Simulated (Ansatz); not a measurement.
**Molecular dynamics, with input and output: SiNH$_{2}$F$_{3}$ (part 3 of 3)**

SiNH$_{2}$F$_{3}$; RKS BLYP-D4/def2-SVP (Ansatz 0.2.0). It belongs to a series of runs on one base structure; here: dynamics from the highest image of the converged band.

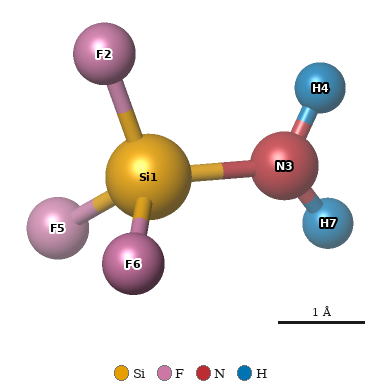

Fig. 1: The geometry at step 119 of the log (ball-and-stick view, seen at a tilt; atoms are numbered from 1 in the order of the input).

Trajectory as extended XYZ, continued
```
7
Properties=species:S:1:pos:R:3:forces:R:3 step=37 time_fs=18.5 energy=-17545.57552 temperature=53.1
Si   -0.4306    0.1007    0.4691   -0.0212  -0.0885  -0.0802
F     0.4326    0.6494    1.7285   -0.2746   0.0886  -0.0537
N     0.6820   -0.1523   -0.7768    0.5707  -0.0767  -0.4385
H     1.6578    0.1478   -0.6944   -0.1397   0.0101   0.2269
F    -1.6005    1.1521    0.0470    0.1435  -0.1701   0.2996
F    -1.2090   -1.2493    0.9343    0.0320   0.2547  -0.0621
H     0.5168   -0.5100   -1.7189   -0.3108  -0.0180   0.1080
7
Properties=species:S:1:pos:R:3:forces:R:3 step=44 time_fs=22.0 energy=-17545.57504 temperature=52.5
Si   -0.4286    0.1038    0.4735   -0.2692  -0.3679  -0.5412
F     0.4306    0.6436    1.7209   -0.0269   0.2772   0.3439
N     0.6854   -0.1512   -0.7778    0.3422   0.2368   0.6446
H     1.6495    0.1703   -0.6710   -0.0433  -0.0458   0.0096
F    -1.6009    1.1508    0.0444    0.1578  -0.1644   0.3260
F    -1.2101   -1.2491    0.9363    0.0779   0.3290  -0.0821
H     0.4880   -0.5025   -1.6957   -0.2385  -0.2648  -0.7007
7
Properties=species:S:1:pos:R:3:forces:R:3 step=52 time_fs=26.0 energy=-17545.55278 temperature=18.5
Si   -0.4277    0.1054    0.4758   -0.3801  -0.5441  -0.8557
F     0.4282    0.6390    1.7150    0.1713   0.4259   0.6678
N     0.6913   -0.1489   -0.7758   -0.6154  -0.4374  -0.6491
H     1.6407    0.1911   -0.6448    0.1923  -0.0646  -0.2614
F    -1.6003    1.1482    0.0438    0.1053  -0.1083   0.3132
F    -1.2108   -1.2464    0.9380    0.0684   0.3028  -0.0801
H     0.4353   -0.5122   -1.7207    0.4582   0.4257   0.8653
7
Properties=species:S:1:pos:R:3:forces:R:3 step=59 time_fs=29.5 energy=-17545.55375 temperature=20.0
Si   -0.4284    0.1044    0.4740   -0.1851  -0.4811  -0.7775
F     0.4271    0.6377    1.7140    0.1700   0.4267   0.6669
N     0.6925   -0.1496   -0.7770    0.2141   0.3968   1.2832
H     1.6495    0.1998   -0.6514   -0.2272  -0.2026  -0.2906
F    -1.5991    1.1451    0.0454    0.0226  -0.0274   0.2611
F    -1.2109   -1.2421    0.9389    0.0167   0.1840  -0.0633
H     0.4312   -0.4852   -1.6777   -0.0112  -0.2964  -1.0798
7
Properties=species:S:1:pos:R:3:forces:R:3 step=67 time_fs=33.5 energy=-17545.57754 temperature=56.5
Si   -0.4302    0.1010    0.4683    0.1305  -0.1869  -0.2904
F     0.4270    0.6394    1.7177   -0.0073   0.2993   0.3952
N     0.6940   -0.1484   -0.7702   -0.5161  -0.4995  -0.9090
H     1.6457    0.1886   -0.6951    0.3256   0.0832   0.0174
F    -1.5976    1.1414    0.0491   -0.0922   0.0703   0.1751
F    -1.2110   -1.2359    0.9395   -0.0754  -0.0210  -0.0365
H     0.4382   -0.4746   -1.7216    0.2350   0.2546   0.6482
7
Properties=species:S:1:pos:R:3:forces:R:3 step=74 time_fs=37.0 energy=-17545.57835 temperature=57.5
Si   -0.4312    0.0971    0.4619    0.4367   0.1368   0.2198
F     0.4268    0.6429    1.7237   -0.2104   0.1363   0.0473
N     0.6927   -0.1502   -0.7691    0.5348  -0.1608  -0.7806
H     1.6645    0.1823   -0.7334   -0.3118  -0.0520   0.2597
F    -1.5968    1.1386    0.0536   -0.1635   0.1384   0.1002
F    -1.2115   -1.2305    0.9397   -0.1487  -0.2030  -0.0095
H     0.4630   -0.4487   -1.7217   -0.1371   0.0044   0.1630
7
Properties=species:S:1:pos:R:3:forces:R:3 step=81 time_fs=40.5 energy=-17545.56718 temperature=40.6
Si   -0.4303    0.0937    0.4563    0.6462   0.3629   0.5393
F     0.4255    0.6473    1.7300   -0.3502  -0.0043  -0.2478
N     0.6949   -0.1536   -0.7736    0.4317   0.0104   0.0787
H     1.6596    0.1735   -0.7425    0.0467   0.0861   0.3534
F    -1.5970    1.1367    0.0587   -0.1720   0.1628   0.0413
F    -1.2129   -1.2264    0.9399   -0.1776  -0.3191   0.0038
H     0.4714   -0.4241   -1.7126   -0.4248  -0.2989  -0.7686
7
Properties=species:S:1:pos:R:3:forces:R:3 step=89 time_fs=44.5 energy=-17545.57662 temperature=55.3
Si   -0.4262    0.0917    0.4527    0.5839   0.4213   0.6060
F     0.4212    0.6522    1.7353   -0.3680  -0.0842  -0.3982
N     0.7007   -0.1583   -0.7814   -0.2971  -0.4194  -1.2061
H     1.6608    0.1746   -0.7077    0.0590   0.0167   0.0573
F    -1.5985    1.1356    0.0648   -0.1032   0.1312   0.0110
F    -1.2159   -1.2240    0.9402   -0.1347  -0.3194  -0.0072
H     0.4380   -0.4223   -1.7586    0.2601   0.2538   0.9372
7
Properties=species:S:1:pos:R:3:forces:R:3 step=96 time_fs=48.0 energy=-17545.57756 temperature=56.7
Si   -0.4200    0.0918    0.4521    0.3514   0.2895   0.4096
F     0.4152    0.6561    1.7374   -0.2650  -0.0843  -0.3759
N     0.7041   -0.1653   -0.7959    0.3083   0.3156   1.1989
H     1.6672    0.1774   -0.6687   -0.3655  -0.1969  -0.2509
F    -1.6005    1.1356    0.0703    0.0241   0.0627   0.0076
F    -1.2194   -1.2240    0.9403   -0.0211  -0.2047  -0.0441
H     0.4275   -0.4017   -1.7269   -0.0323  -0.1818  -0.9452
7
Properties=species:S:1:pos:R:3:forces:R:3 step=104 time_fs=52.0 energy=-17545.57799 temperature=57.3
Si   -0.4112    0.0933    0.4535   -0.1786   0.0377   0.0731
F     0.4063    0.6599    1.7371   -0.0554  -0.0181  -0.1850
N     0.7084   -0.1716   -0.8041   -1.0562  -0.2681  -0.0714
H     1.6488    0.1618   -0.6559    0.5706   0.1054  -0.2409
F    -1.6025    1.1360    0.0766    0.1855  -0.0318   0.0139
F    -1.2234   -1.2255    0.9401    0.1506  -0.0064  -0.1061
H     0.4236   -0.3909   -1.7735    0.3836   0.1813   0.5163
7
Properties=species:S:1:pos:R:3:forces:R:3 step=111 time_fs=55.5 energy=-17545.58670 temperature=70.5
Si   -0.4043    0.0949    0.4551   -0.6138  -0.1563  -0.1835
F     0.3981    0.6630    1.7356    0.1391   0.0553   0.0289
N     0.7057   -0.1782   -0.8093    0.2342   0.1669   0.1959
H     1.6750    0.1519   -0.6761   -0.4093  -0.1902  -0.1930
F    -1.6031    1.1362    0.0822    0.2862  -0.0860   0.0107
F    -1.2260   -1.2269    0.9393    0.2851   0.1435  -0.1502
H     0.4554   -0.3685   -1.7867    0.0785   0.0668   0.2912
7
Properties=species:S:1:pos:R:3:forces:R:3 step=119 time_fs=59.5 energy=-17545.57152 temperature=47.1
Si   -0.3994    0.0958    0.4560   -0.8520  -0.2899  -0.3568
F     0.3899    0.6671    1.7340    0.2951   0.1056   0.2047
N     0.7040   -0.1843   -0.8118    0.0980   0.1376   0.6042
H     1.6690    0.1216   -0.7197    0.2397   0.0799   0.2304
F    -1.6017    1.1358    0.0887    0.3094  -0.0861  -0.0291
F    -1.2268   -1.2275    0.9371    0.3642   0.2131  -0.1719
H     0.4944   -0.3381   -1.7857   -0.4545  -0.1602  -0.4815
7
Properties=species:S:1:pos:R:3:forces:R:3 step=126 time_fs=63.0 energy=-17545.56096 temperature=31.1
Si   -0.3989    0.0954    0.4553   -0.7663  -0.2738  -0.3093
F     0.3845    0.6713    1.7340    0.3287   0.0934   0.2398
N     0.7038   -0.1883   -0.8099   -0.0880  -0.0733  -0.9677
H     1.6783    0.0993   -0.7354    0.1370   0.0655   0.2736
F    -1.5984    1.1349    0.0942    0.2168  -0.0148  -0.0933
F    -1.2251   -1.2266    0.9342    0.3281   0.1479  -0.1452
H     0.4811   -0.3272   -1.8213   -0.1562   0.0550   1.0021
7
Properties=species:S:1:pos:R:3:forces:R:3 step=133 time_fs=66.5 energy=-17545.57931 temperature=59.3
Si   -0.4015    0.0938    0.4533   -0.3387  -0.1705  -0.1456
F     0.3812    0.6761    1.7353    0.2682   0.0215   0.1335
N     0.7036   -0.1925   -0.8133    0.6588   0.3301   0.8718
H     1.6971    0.0828   -0.7215   -0.5485  -0.1356   0.0548
F    -1.5938    1.1339    0.0990    0.0531   0.1062  -0.1793
F    -1.2214   -1.2249    0.9303    0.2095  -0.0202  -0.0804
H     0.4439   -0.3147   -1.7766   -0.3024  -0.1314  -0.6547
7
Properties=species:S:1:pos:R:3:forces:R:3 step=141 time_fs=70.5 energy=-17545.57384 temperature=50.9
Si   -0.4061    0.0913    0.4504    0.2144   0.0381   0.1486
F     0.3793    0.6816    1.7378    0.1401  -0.0894  -0.0507
N     0.7069   -0.1949   -0.8112   -1.2834  -0.1433  -0.0816
H     1.6745    0.0535   -0.6976    0.6609   0.1633  -0.1213
F    -1.5882    1.1336    0.1032   -0.1502   0.2428  -0.2747
F    -1.2157   -1.2231    0.9253    0.0210  -0.2656   0.0123
H     0.3709   -0.3133   -1.7794    0.3972   0.0543   0.3675
7
Properties=species:S:1:pos:R:3:forces:R:3 step=148 time_fs=74.0 energy=-17545.56546 temperature=37.8
Si   -0.4093    0.0892    0.4484    0.5170   0.2603   0.4371
F     0.3787    0.6859    1.7396    0.0371  -0.1779  -0.1919
N     0.7018   -0.1973   -0.8080   -0.1307   0.1229   0.1186
H     1.7000    0.0392   -0.6922   -0.5115  -0.1139  -0.3006
F    -1.5842    1.1350    0.1051   -0.2678   0.3066  -0.3184
F    -1.2105   -1.2233    0.9210   -0.1204  -0.4354   0.0877
H     0.3441   -0.3098   -1.7653    0.4762   0.0375   0.1675
7
Properties=species:S:1:pos:R:3:forces:R:3 step=156 time_fs=78.0 energy=-17545.57576 temperature=53.6
Si   -0.4104    0.0881    0.4484    0.4761   0.4222   0.6291
F     0.3782    0.6895    1.7404   -0.0114  -0.2279  -0.2523
N     0.6939   -0.1990   -0.8018   -0.2240   0.0362   0.4176
H     1.6820    0.0132   -0.7219    0.2478   0.0833   0.0214
F    -1.5817    1.1387    0.1048   -0.2625   0.2637  -0.3103
F    -1.2055   -1.2267    0.9168   -0.1806  -0.4717   0.1246
H     0.3681   -0.3041   -1.7495   -0.0454  -0.1059  -0.6302
7
Properties=species:S:1:pos:R:3:forces:R:3 step=163 time_fs=81.5 energy=-17545.56963 temperature=44.4
Si   -0.4093    0.0890    0.4512    0.1136   0.4271   0.6158
F     0.3778    0.6912    1.7394    0.0260  -0.2041  -0.1663
N     0.6855   -0.2001   -0.7942   -0.1391  -0.1502  -1.4153
H     1.6805   -0.0032   -0.7487    0.2180   0.1030   0.2529
F    -1.5811    1.1438    0.1025   -0.1685   0.1486  -0.2486
F    -1.2022   -1.2328    0.9138   -0.1470  -0.3498   0.1200
H     0.3921   -0.3090   -1.7890    0.0969   0.0254   0.8415
7
Properties=species:S:1:pos:R:3:forces:R:3 step=170 time_fs=85.0 energy=-17545.56923 temperature=43.8
Si   -0.4077    0.0917    0.4565   -0.2532   0.2519   0.3427
F     0.3776    0.6916    1.7374    0.1242  -0.1291   0.0078
N     0.6771   -0.2021   -0.7959    1.3109   0.1978  -0.0442
H     1.6950   -0.0093   -0.7474   -0.6585  -0.0570   0.2949
F    -1.5816    1.1498    0.0987   -0.0385   0.0102  -0.1591
F    -1.1998   -1.2410    0.9116   -0.0591  -0.1310   0.0969
H     0.4195   -0.3145   -1.7637   -0.4258  -0.1428  -0.5390
7
Properties=species:S:1:pos:R:3:forces:R:3 step=178 time_fs=89.0 energy=-17545.58430 temperature=67.0
Si   -0.4072    0.0959    0.4641   -0.5515  -0.0908  -0.2217
F     0.3783    0.6911    1.7353    0.2550  -0.0160   0.2453
N     0.6770   -0.2030   -0.8001   -0.5967  -0.0872  -0.4910
H     1.6587   -0.0174   -0.7061    0.7802   0.1698   0.1248
F    -1.5825    1.1566    0.0932    0.0865  -0.1260  -0.0526
F    -1.1975   -1.2513    0.9099    0.0432   0.1443   0.0685
H     0.4017   -0.3373   -1.7811   -0.0167   0.0059   0.3267
7
Properties=species:S:1:pos:R:3:forces:R:3 step=185 time_fs=92.5 energy=-17545.57534 temperature=53.1
Si   -0.4092    0.0992    0.4699   -0.5914  -0.3396  -0.6257
F     0.3806    0.6905    1.7350    0.3026   0.0426   0.3586
N     0.6752   -0.2039   -0.8064    0.3348   0.2212   0.1651
H     1.6807   -0.0113   -0.6570   -0.5394  -0.1282  -0.3450
F    -1.5827    1.1618    0.0880    0.1282  -0.1902   0.0290
F    -1.1953   -1.2595    0.9088    0.0903   0.3271   0.0640
H     0.3778   -0.3594   -1.7791    0.2750   0.0670   0.3540
7
Properties=species:S:1:pos:R:3:forces:R:3 step=193 time_fs=96.5 energy=-17545.56713 temperature=40.4
Si   -0.4143    0.1013    0.4733   -0.3592  -0.4445  -0.7663
F     0.3854    0.6901    1.7372    0.2115   0.0119   0.2652
N     0.6752   -0.2025   -0.8101   -0.4170   0.3048   1.2685
H     1.6580   -0.0171   -0.6451    0.3281   0.0093  -0.2944
F    -1.5820    1.1664    0.0822    0.1125  -0.2123   0.0825
F    -1.1920   -1.2663    0.9081    0.0874   0.4304   0.0630
H     0.3792   -0.3807   -1.7545    0.0367  -0.0996  -0.6185
7
Properties=species:S:1:pos:R:3:forces:R:3 step=200 time_fs=100.0 energy=-17545.57825 temperature=57.6
Si   -0.4205    0.1013    0.4730   -0.0350  -0.3256  -0.5143
F     0.3910    0.6899    1.7409    0.0183  -0.0847   0.0341
N     0.6723   -0.1989   -0.8042   -0.6241  -0.0093  -0.3087
H     1.6615   -0.0237   -0.6721    0.3279   0.0456  -0.1056
F    -1.5807    1.1690    0.0777    0.0431  -0.1933   0.0996
F    -1.1886   -1.2695    0.9078    0.0250   0.4154   0.0720
H     0.3916   -0.4062   -1.7816    0.2448   0.1518   0.7227
```

The run was set up as follows.

The input
```yaml
crystal:
  periodic: [false, false, false]
  atoms:
    - { symbol: Si, position_ang: [-0.416837, 0.095557, 0.460029] }
    - { symbol: F, position_ang: [0.399899, 0.672935, 1.731901] }
    - { symbol: "N", position_ang: [0.688831, -0.168126, -0.796861] }
    - { symbol: H, position_ang: [1.683625, 0.026237, -0.683423] }
    - { symbol: F, position_ang: [-1.591065, 1.147458, 0.08322] }
    - { symbol: F, position_ang: [-1.208655, -1.241173, 0.922238] }
    - { symbol: H, position_ang: [0.4443, -0.532887, -1.717104] }
basis:
  gaussian: { orbitals: def2-SVP }
hamiltonian:
  xc: blyp
  dispersion: d4
md:
  timestep: 0.5
  n_steps: 200
  ensemble: nve
  temperature: 100.0
  initial_velocities: maxwell_boltzmann
  seed: 8948
```

Launched with:
```bash
ansatz run input.yaml --threads 2 --pin off --max-ram 3072MiB --backend cpu --events-out ev --progress --plain --runs-dir out
```

Summary

```json
{"quantity": "outcome", "value": "finished"}
{"quantity": "mean temperature over the second half", "value": "50 K"}
{"quantity": "trajectory", "value": "200 steps, 100 fs"}
{"quantity": "ensemble", "value": "nve"}
{"quantity": "temperature in the input", "value": "100.0 K"}
{"quantity": "time step", "value": "0.5 fs"}
{"quantity": "potential energy (last step)", "value": "−17545.5785 eV"}
{"quantity": "mean-field energy (last step)", "value": "−17545.2919 eV"}
{"quantity": "largest force (length of the vector) (last step)", "value": "0.778 eV/Å"}
{"quantity": "hardware", "value": "2 threads of Arm Neoverse V1, 24 GiB of memory available, shared host"}
{"quantity": "wall time", "value": "4 min (CPU time 7.8 min)"}
{"quantity": "peak memory", "value": "0.1 GiB"}
```

Notes

So short a trajectory is not equilibrated.
